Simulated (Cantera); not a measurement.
Charge: 1 mol B2H6, 13 mol H2O, 0.27 mol N2, 5.9 mol H2, held at 3400 Pa.

Method: chemical equilibrium by Gibbs-energy minimisation in Cantera with the NASA 1993 tables (ideal gas, pure condensed phases). Candidate condensed phases: B, BN, B2O3, B3O3H3, H2O; 39 gas species. The feed counts by its element totals alone. Kinetics and transport are ignored.

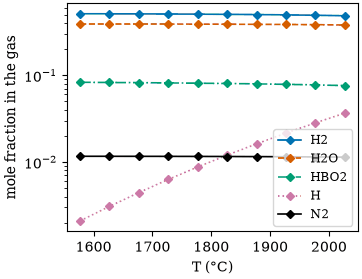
*Equilibrium gas composition (values under 1e-9 drawn at 1e-9)*

From 1577 °C to 2027 °C nothing is condensed. The main B-bearing gas is HBO2 throughout.
